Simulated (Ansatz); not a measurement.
```
CELL_PARAMETERS angstrom
3.43968 0.00000 0.00000
0.00000 3.43968 0.00000
0.00000 0.00000 5.02739
ATOMIC_POSITIONS crystal
Si 0.50000 0.00000 0.70166
Si 0.00000 0.50000 0.29834
Si 0.50000 0.50000 0.00000
C 0.00000 0.00000 0.50000
```

Space group P-4m2; a structure generated by program, which may or may not match a known phase.

Theory: Ansatz 0.2.0, DFT PBE, scalar-relativistic, plane waves, PAW.

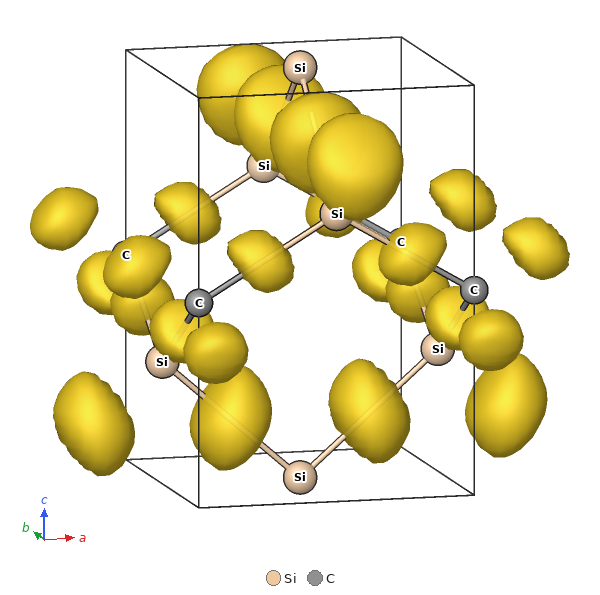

Si₃C. Isosurface of the ELF at 0.85 (yellow), seen slightly off an axis. Only the valence region is drawn (cores and ρ < 0.01 e/Å³ removed). Sticks mark near contacts.

> Where are the electrons localised?

At this value the surface marks out four regions between bonded C–Si atoms and four regions between bonded Si–Si atoms, counted in one cell of 4 atoms. Any copies at cell faces, edges or corners count once.

Values along the shortest contacts:
Si–C (2.00 Å): the ELF peaks at about 0.90 between the atoms. Si–Si (2.28 Å): the ELF peaks at about 0.95 between the atoms.
